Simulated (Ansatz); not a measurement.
# Geometry relaxation, with input and output: Ge2NH7Cl (part 1 of 3)

The run: geometry relaxation of Ge2NH7Cl, multiplicity 2. Method and program: UKS PBE/def2-SVP (Ansatz 0.2.0).

It belongs to a series of runs on one base structure; here: end point A relaxed. Figures and captions count atoms from 1; the log counts them from 0 in places.

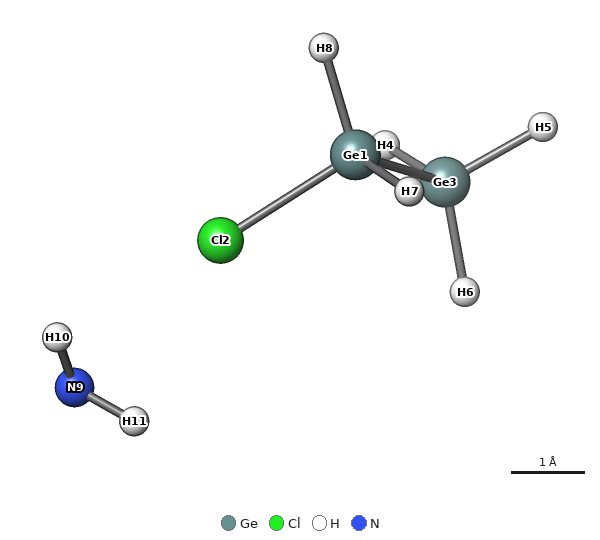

**Figure 1.** The structure as given in the input (ball-and-stick view, seen at a tilt; atoms are numbered from 1 in the order of the input). Sticks mark near contacts.

Input file
```yaml
crystal:
  periodic: [false, false, false]
  atoms:
    - { symbol: Ge, position_ang: [0.049028, 0.018664, 0.045229] }
    - { symbol: Cl, position_ang: [0.324267, -0.533412, 2.17615] }
    - { symbol: Ge, position_ang: [2.297896, 0.020594, -0.901788] }
    - { symbol: H, position_ang: [2.916692, -1.393815, -0.780578] }
    - { symbol: H, position_ang: [2.23453, 0.42725, -2.399868] }
    - { symbol: H, position_ang: [3.173535, 1.040164, -0.130663] }
    - { symbol: H, position_ang: [-0.645644, 1.409785, -0.008207] }
    - { symbol: H, position_ang: [-0.881971, -1.060757, -0.57419] }
    - { symbol: "N", position_ang: [0.195332, -0.246127, 5.093956] }
    - { symbol: H, position_ang: [-0.815041, -0.456601, 4.91639] }
    - { symbol: H, position_ang: [0.207776, 0.774256, 4.847569] }
magnetization:
  spin_polarized: true
  initial_magnetization: 1
basis:
  gaussian: { orbitals: def2-SVP }
hamiltonian:
  xc: pbe
relax:
  f_tol: 0.03
  max_steps: 50
```

Command:
```bash
ansatz run input.yaml --threads 4 --pin off --max-ram 5120MiB --backend cpu --events-out ev --progress --plain --runs-dir out
```

Log
```
The last accepted step is kept in [file] (removed where the run ends without a failure and the disk answers)
Engine: ansatz 0.2.0, x86_64-unknown-linux-gnu
Functional definition: PBE
  parameter kappa = 0.804
  parameter beta = 0.06672455060314922
  exchange = pbe_x(kappa = kappa, mu = beta*pi^2/3)
  correlation = pbe_c(beta = beta)
1475 factors; their error is unknown
mean field evaluation 1: about -127098.5837 eV, gradient 5.6e1 eV
mean field evaluation 2: about -126842.4699 eV, gradient 1.1e2 eV
mean field evaluation 4: about -127102.1424 eV, gradient 4.1e1 eV
mean field evaluation 8: about -127118.1916 eV, gradient 1.1e0 eV
mean field evaluation 16: about -127118.1036 eV, gradient 3.9e-3 eV
mean field -127118.10360697 eV, -4671.5041438110 hartree, gradient 2.4e-5 eV, S^2 0.752482; 0 other end points of the search recorded, 0 dependent functions left out
the calculation of the forces begins
reference -127118.10365297 eV, -4671.5041455013 hartree; 48, 47 occupied and 83, 84 virtual orbitals, 1475 factors
relax step   1: F+E_penalty+E_count = -127118.10360697 eV  Δ(F+E_penalty+E_count) = +0.000e0 eV  max|allowed force component| = 2.388e-1 eV/Å  Δτ_max = 0.0000 Å  (34 SCF iters, accepted)
these checks for a lower state are left out or cut short: starts, cluster_reference, orbital_swaps, neighbouring_geometries, increment
1475 factors; their error is unknown
mean field -127118.11069739 eV, -4671.5044043788 hartree, gradient 1.1e-5 eV, S^2 0.752493; 0 other end points of the search recorded, 0 dependent functions left out
[... from here on the field's lines of each further geometry are left out, up to the last ...]
relax step   2: F+E_penalty+E_count = -127118.11069739 eV  Δ(F+E_penalty+E_count) = -7.090e-3 eV  max|allowed force component| = 1.379e-1 eV/Å  Δτ_max = 0.1136 Å  (32 SCF iters, accepted)
relax step   3: F+E_penalty+E_count = -127118.10379883 eV  Δ(F+E_penalty+E_count) = +6.899e-3 eV  max|allowed force component| = 5.313e-1 eV/Å  Δτ_max = 0.1279 Å  (32 SCF iters, rejected (line search))
relax step   4: F+E_penalty+E_count = -127118.11280202 eV  Δ(F+E_penalty+E_count) = -2.105e-3 eV  max|allowed force component| = 1.382e-1 eV/Å  Δτ_max = 0.0635 Å  (30 SCF iters, accepted)
relax step   5: F+E_penalty+E_count = -127118.11385077 eV  Δ(F+E_penalty+E_count) = -1.049e-3 eV  max|allowed force component| = 6.809e-2 eV/Å  Δτ_max = 0.0276 Å  (33 SCF iters, accepted)
relax step   6: F+E_penalty+E_count = -127118.11208111 eV  Δ(F+E_penalty+E_count) = +1.770e-3 eV  max|allowed force component| = 3.919e-1 eV/Å  Δτ_max = 0.1075 Å  (30 SCF iters, rejected (line search))
relax step   7: F+E_penalty+E_count = -127118.11540439 eV  Δ(F+E_penalty+E_count) = -1.554e-3 eV  max|allowed force component| = 4.245e-2 eV/Å  Δτ_max = 0.0537 Å  (31 SCF iters, accepted)
relax step   8: F+E_penalty+E_count = -127118.11772783 eV  Δ(F+E_penalty+E_count) = -2.323e-3 eV  max|allowed force component| = 6.201e-2 eV/Å  Δτ_max = 0.0750 Å  (31 SCF iters, accepted)
relax step   9: F+E_penalty+E_count = -127118.11361634 eV  Δ(F+E_penalty+E_count) = +4.111e-3 eV  max|allowed force component| = 6.118e-1 eV/Å  Δτ_max = 0.1106 Å  (31 SCF iters, rejected (line search))
relax step  10: F+E_penalty+E_count = -127118.11950144 eV  Δ(F+E_penalty+E_count) = -1.774e-3 eV  max|allowed force component| = 4.202e-2 eV/Å  Δτ_max = 0.0553 Å  (31 SCF iters, accepted)
relax step  11: F+E_penalty+E_count = -127118.12102528 eV  Δ(F+E_penalty+E_count) = -1.524e-3 eV  max|allowed force component| = 1.201e-1 eV/Å  Δτ_max = 0.0554 Å  (32 SCF iters, accepted)
relax step  12: F+E_penalty+E_count = -127118.12183438 eV  Δ(F+E_penalty+E_count) = -8.091e-4 eV  max|allowed force component| = 3.164e-1 eV/Å  Δτ_max = 0.0837 Å  (32 SCF iters, accepted)
relax step  13: F+E_penalty+E_count = -127118.12491853 eV  Δ(F+E_penalty+E_count) = -3.084e-3 eV  max|allowed force component| = 1.731e-1 eV/Å  Δτ_max = 0.0565 Å  (30 SCF iters, accepted)
relax step  14: F+E_penalty+E_count = -127118.12096892 eV  Δ(F+E_penalty+E_count) = +3.950e-3 eV  max|allowed force component| = 6.817e-1 eV/Å  Δτ_max = 0.1264 Å  (31 SCF iters, rejected (line search))
relax step  15: F+E_penalty+E_count = -127118.12743325 eV  Δ(F+E_penalty+E_count) = -2.515e-3 eV  max|allowed force component| = 6.966e-2 eV/Å  Δτ_max = 0.0632 Å  (31 SCF iters, accepted)
relax step  16: F+E_penalty+E_count = -127118.13025595 eV  Δ(F+E_penalty+E_count) = -2.823e-3 eV  max|allowed force component| = 2.496e-2 eV/Å  Δτ_max = 0.0949 Å  (31 SCF iters, accepted)
relax step  17: F+E_penalty+E_count = -127118.11347812 eV  Δ(F+E_penalty+E_count) = +1.678e-2 eV  max|allowed force component| = 1.039e0 eV/Å  Δτ_max = 0.1389 Å  (35 SCF iters, rejected (line search))
relax step  18: F+E_penalty+E_count = -127118.13138398 eV  Δ(F+E_penalty+E_count) = -1.128e-3 eV  max|allowed force component| = 6.722e-2 eV/Å  Δτ_max = 0.0674 Å  (30 SCF iters, accepted)
relax step  19: F+E_penalty+E_count = -127118.13027031 eV  Δ(F+E_penalty+E_count) = +1.114e-3 eV  max|allowed force component| = 2.959e-1 eV/Å  Δτ_max = 0.0694 Å  (31 SCF iters, rejected (line search))
relax step  20: F+E_penalty+E_count = -127118.13216849 eV  Δ(F+E_penalty+E_count) = -7.845e-4 eV  max|allowed force component| = 5.033e-2 eV/Å  Δτ_max = 0.0347 Å  (31 SCF iters, accepted)
relax step  21: F+E_penalty+E_count = -127118.13282113 eV  Δ(F+E_penalty+E_count) = -6.526e-4 eV  max|allowed force component| = 5.441e-2 eV/Å  Δτ_max = 0.0347 Å  (32 SCF iters, accepted)
relax step  22: F+E_penalty+E_count = -127118.13339856 eV  Δ(F+E_penalty+E_count) = -5.774e-4 eV  max|allowed force component| = 9.285e-2 eV/Å  Δτ_max = 0.0529 Å  (31 SCF iters, accepted)
relax step  23: F+E_penalty+E_count = -127118.13369842 eV  Δ(F+E_penalty+E_count) = -2.999e-4 eV  max|allowed force component| = 2.930e-1 eV/Å  Δτ_max = 0.0741 Å  (32 SCF iters, accepted)
relax step  24: F+E_penalty+E_count = -127118.13506847 eV  Δ(F+E_penalty+E_count) = -1.370e-3 eV  max|allowed force component| = 9.848e-2 eV/Å  Δτ_max = 0.0160 Å  (32 SCF iters, accepted)
relax step  25: F+E_penalty+E_count = -127118.13606908 eV  Δ(F+E_penalty+E_count) = -1.001e-3 eV  max|allowed force component| = 3.747e-2 eV/Å  Δτ_max = 0.0434 Å  (30 SCF iters, accepted)
relax step  26: F+E_penalty+E_count = -127118.12448690 eV  Δ(F+E_penalty+E_count) = +1.158e-2 eV  max|allowed force component| = 6.192e-1 eV/Å  Δτ_max = 0.1974 Å  (31 SCF iters, rejected (line search))
relax step  27: F+E_penalty+E_count = -127118.13409076 eV  Δ(F+E_penalty+E_count) = +1.978e-3 eV  max|allowed force component| = 8.723e-2 eV/Å  Δτ_max = 0.0853 Å  (31 SCF iters, rejected (line search))
relax step  28: F+E_penalty+E_count = -127118.13709997 eV  Δ(F+E_penalty+E_count) = -1.031e-3 eV  max|allowed force component| = 2.984e-2 eV/Å  Δτ_max = 0.0408 Å  (32 SCF iters, accepted)
relax step  29: F+E_penalty+E_count = -127118.13769296 eV  Δ(F+E_penalty+E_count) = -5.930e-4 eV  max|allowed force component| = 2.081e-1 eV/Å  Δτ_max = 0.0975 Å  (31 SCF iters, accepted)
relax step  30: F+E_penalty+E_count = -127118.13961889 eV  Δ(F+E_penalty+E_count) = -1.926e-3 eV  max|allowed force component| = 7.371e-2 eV/Å  Δτ_max = 0.0282 Å  (32 SCF iters, accepted)
relax step  31: F+E_penalty+E_count = -127118.14091687 eV  Δ(F+E_penalty+E_count) = -1.298e-3 eV  max|allowed force component| = 8.879e-2 eV/Å  Δτ_max = 0.0548 Å  (32 SCF iters, accepted)
relax step  32: F+E_penalty+E_count = -127118.13607709 eV  Δ(F+E_penalty+E_count) = +4.840e-3 eV  max|allowed force component| = 4.696e-1 eV/Å  Δτ_max = 0.1346 Å  (31 SCF iters, rejected (line search))
relax step  33: F+E_penalty+E_count = -127118.13843806 eV  Δ(F+E_penalty+E_count) = +2.479e-3 eV  max|allowed force component| = 1.757e-1 eV/Å  Δτ_max = 0.0673 Å  (32 SCF iters, rejected (line search))
relax step  34: F+E_penalty+E_count = -127118.14222219 eV  Δ(F+E_penalty+E_count) = -1.305e-3 eV  max|allowed force component| = 4.112e-2 eV/Å  Δτ_max = 0.0336 Å  (32 SCF iters, accepted)
relax step  35: F+E_penalty+E_count = -127118.14351166 eV  Δ(F+E_penalty+E_count) = -1.289e-3 eV  max|allowed force component| = 2.615e-1 eV/Å  Δτ_max = 0.0975 Å  (31 SCF iters, accepted)
relax step  36: F+E_penalty+E_count = -127118.14501831 eV  Δ(F+E_penalty+E_count) = -1.507e-3 eV  max|allowed force component| = 2.085e-1 eV/Å  Δτ_max = 0.0433 Å  (32 SCF iters, accepted)
relax step  37: F+E_penalty+E_count = -127118.14755729 eV  Δ(F+E_penalty+E_count) = -2.539e-3 eV  max|allowed force component| = 2.816e-2 eV/Å  Δτ_max = 0.0758 Å  (31 SCF iters, accepted)
relax step  38: F+E_penalty+E_count = -127118.13362861 eV  Δ(F+E_penalty+E_count) = +1.393e-2 eV  max|allowed force component| = 6.942e-1 eV/Å  Δτ_max = 0.1966 Å  (32 SCF iters, rejected (line search))
relax step  39: F+E_penalty+E_count = -127118.14761333 eV  Δ(F+E_penalty+E_count) = -5.605e-5 eV  max|allowed force component| = 1.410e-1 eV/Å  Δτ_max = 0.0974 Å  (32 SCF iters, accepted)
relax step  40: F+E_penalty+E_count = -127118.14103885 eV  Δ(F+E_penalty+E_count) = +6.574e-3 eV  max|allowed force component| = 5.215e-1 eV/Å  Δτ_max = 0.0736 Å  (31 SCF iters, rejected (line search))
relax step  41: F+E_penalty+E_count = -127118.14992131 eV  Δ(F+E_penalty+E_count) = -2.308e-3 eV  max|allowed force component| = 8.827e-2 eV/Å  Δτ_max = 0.0368 Å  (32 SCF iters, accepted)
the calculation of the forces begins
reference -127118.15146625 eV, -4671.5059026070 hartree; 48, 47 occupied and 83, 84 virtual orbitals, 1475 factors
relax step  42: F+E_penalty+E_count = -127118.15142110 eV  Δ(F+E_penalty+E_count) = -1.500e-3 eV  max|allowed force component| = 1.714e-2 eV/Å  Δτ_max = 0.0500 Å  (32 SCF iters, accepted)
1475 factors; their error is unknown
mean field evaluation 320: about -127118.2419 eV, gradient 1.1e0 eV
```

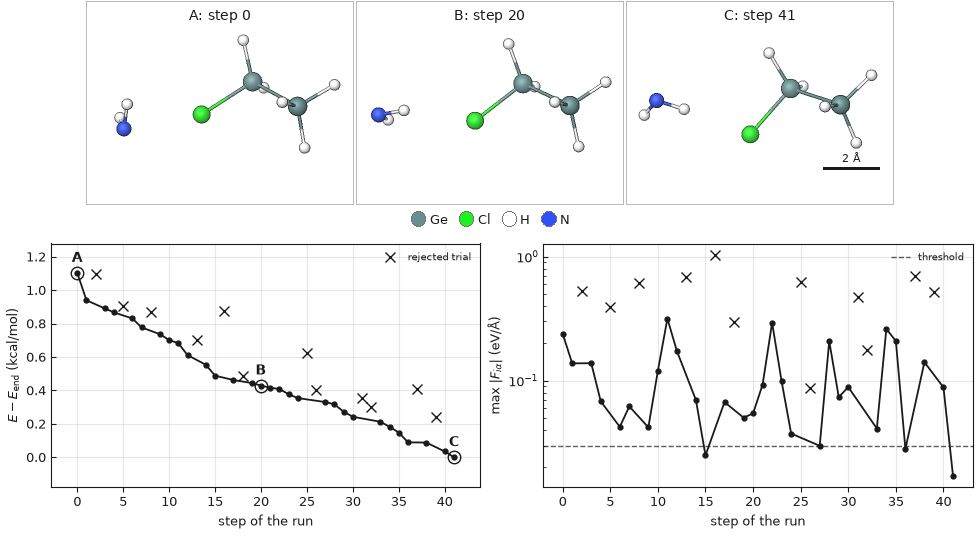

**Figure 2.** Frames of the relaxation (ball-and-stick view, seen at a tilt) above the curves, on which the letters mark them (the first geometry is step 0 here and step 1 in the log).

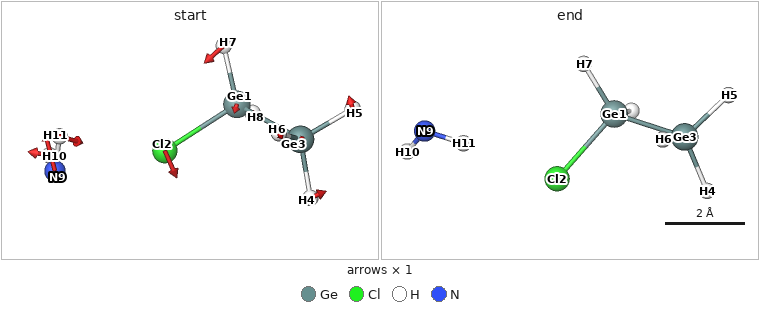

**Figure 3.** Before (left) and after (right) the relaxation, at one scale (ball-and-stick view, seen at a tilt). The red arrows give the displacements, at true length. N9 moves most after the best rigid fit: 1.06 Å. Largest moves by element: N 1.06 Å, H 0.87 Å, Cl 0.80 Å, Ge 0.27 Å. Distances before and after: Ge1–Cl2 2.218 → 2.209 Å, Ge1–H7 1.556 → 1.552 Å. Among the angles that change: Cl2–Ge1–H7 108.1° → 106.1°. The energy falls by 1.10 kcal/mol in 41 geometry steps. The largest force component goes from 0.24 to 0.017 eV/Å. The line search rejected the trial steps at points 2, 5, 8, 13, 16, 18, 25, 26 and more (counted from 0) and went back. (Atoms are counted from 1 in the order of the input.)

```
mean field -127118.15142110 eV, -4671.5059009476 hartree, gradient 7.6e-6 eV, S^2 0.752497; 1 other end points of the search recorded, 0 dependent functions left out
the calculation of the forces begins
reference -127118.15146625 eV, -4671.5059026070 hartree; 48, 47 occupied and 83, 84 virtual orbitals, 1475 factors
Total energy: -127118.15146625 eV, -4671.5059026070 hartree
Atom 0 at     0.211447    -0.130503     0.197902 Å, force    -0.002490    -0.001347     0.009762 eV/Å
Atom 1 at     0.678636    -1.250189     2.043846 Å, force    -0.000185    -0.000418    -0.008204 eV/Å
Atom 2 at     2.316728     0.094307    -1.013788 Å, force     0.001511     0.000015     0.000308 eV/Å
Atom 3 at     2.909519    -1.315181    -1.254875 Å, force     0.000365     0.000135    -0.002328 eV/Å
Atom 4 at     2.066629     0.791535    -2.377208 Å, force    -0.000969     0.002100     0.001734 eV/Å
Atom 5 at     3.301657     0.940671    -0.171610 Å, force     0.001597    -0.000975     0.000666 eV/Å
Atom 6 at    -0.406059     1.217185     0.656790 Å, force     0.001292    -0.002281     0.003836 eV/Å
Atom 7 at    -0.854400    -0.975977    -0.549610 Å, force     0.000194    -0.000469     0.002022 eV/Å
Atom 8 at    -0.357636     0.629774     5.074185 Å, force    -0.009554    -0.015090    -0.006862 eV/Å
Atom 9 at    -0.850509    -0.203432     5.474390 Å, force     0.011881     0.017143    -0.006517 eV/Å
Atom 10 at     0.040389     0.201811     4.203979 Å, force    -0.003643     0.001187     0.005582 eV/Å
Dipole moment:     0.004097    -0.161043    -0.634949 e Å
```

Trajectory as extended XYZ (Å, eV, eV/Å), 42 frames, from step=1 to step=42
```
11
Properties=species:S:1:pos:R:3:forces:R:3 step=1 energy=-127118.10361
Ge    0.0490    0.0187    0.0452    0.0758  -0.0767   0.1293
Cl    0.3243   -0.5334    2.1761   -0.0528   0.0680  -0.2388
Ge    2.2979    0.0206   -0.9018    0.0089   0.0281  -0.0298
H     2.9167   -1.3938   -0.7806   -0.0173   0.0068   0.0076
H     2.2345    0.4273   -2.3999    0.0094  -0.0036   0.0099
H     3.1735    1.0402   -0.1307   -0.0142  -0.0120  -0.0090
H    -0.6456    1.4098   -0.0082    0.0074  -0.0436   0.0607
H    -0.8820   -1.0608   -0.5742   -0.0060   0.0228   0.0272
N     0.1953   -0.2461    5.0940   -0.0454   0.1343  -0.0010
H    -0.8150   -0.4566    4.9164    0.0282   0.0023   0.0089
H     0.2078    0.7743    4.8476    0.0059  -0.1266   0.0351
11
Properties=species:S:1:pos:R:3:forces:R:3 step=2 energy=-127118.11070
Ge    0.0690    0.0043    0.0241   -0.0462   0.0321   0.0788
Cl    0.3256   -0.5369    2.1463    0.0187  -0.0109  -0.0431
Ge    2.3083    0.0286   -0.9408    0.0079  -0.0098  -0.0109
H     2.9160   -1.3893   -0.8117    0.0142   0.0032  -0.0066
H     2.2512    0.4348   -2.4385   -0.0090  -0.0069   0.0130
H     3.1812    1.0461   -0.1660   -0.0061  -0.0049  -0.0007
H    -0.6338    1.3907    0.0186    0.0089  -0.0122  -0.0209
H    -0.8804   -1.0661   -0.5800    0.0160   0.0054  -0.0172
N     0.1515   -0.2404    5.1986   -0.1254   0.1375  -0.0587
H    -0.8479   -0.4341    4.9418    0.1110   0.0042   0.0264
H     0.2157    0.7621    4.8915    0.0101  -0.1379   0.0398
11
Properties=species:S:1:pos:R:3:forces:R:3 step=3 energy=-127118.10380 accepted=F
Ge    0.0685    0.0097    0.0274   -0.0139   0.0080  -0.0161
Cl    0.3319   -0.5373    2.1447    0.0035  -0.0108  -0.0083
Ge    2.3059    0.0265   -0.9439    0.0079   0.0042   0.0027
H     2.9205   -1.3887   -0.8181    0.0015   0.0004  -0.0007
H     2.2435    0.4326   -2.4407   -0.0089  -0.0013   0.0057
H     3.1764    1.0453   -0.1688    0.0064   0.0009  -0.0043
H    -0.6342    1.3951    0.0149    0.0075  -0.0052   0.0037
H    -0.8750   -1.0606   -0.5853   -0.0003   0.0000   0.0049
N     0.1128   -0.2084    5.3162   -0.4987   0.4552  -0.5313
H    -0.8322   -0.4505    4.8938    0.4651   0.0270   0.2558
H     0.2382    0.7363    4.8437    0.0297  -0.4784   0.2879
```
